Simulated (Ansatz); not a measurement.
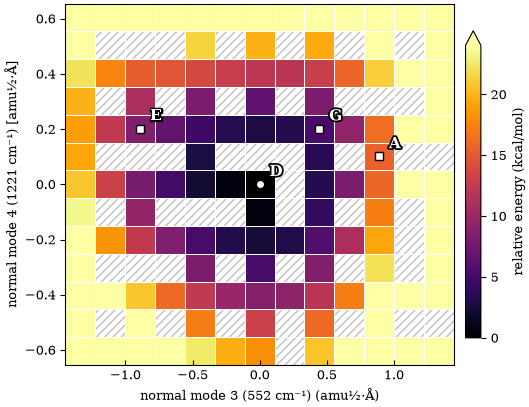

C₂HO, SMILES C#C[O], spin multiplicity 2. First axis: normal mode 3 (552 cm⁻¹). Second axis: normal mode 4 (1221 cm⁻¹). Nothing is relaxed (straight displacements along the two mass-weighted modes). Grid: 13 × 13 points. At 47 points there is no value. Energies: kcal/mol, counted from the lowest grid point. The calculation used UKS PBE-D4/def2-TZVP in Ansatz 0.2.0.

In the figure: one coloured cell a grid point, one colour for all values above the top of the scale, hatched blanks where no value was computed, lettered points.

Is D the lowest point of the computed grid?

Answer. Yes. D, at normal mode 3 (552 cm⁻¹) = 0.000 amu½·Å, normal mode 4 (1221 cm⁻¹) = 0.000 amu½·Å, has the lowest energy of the grid.

Rank the lettered points by energy, lowest first.

Answer. D (0.0 kcal/mol), G (5.2 kcal/mol), E (8.5 kcal/mol), A (15.5 kcal/mol).
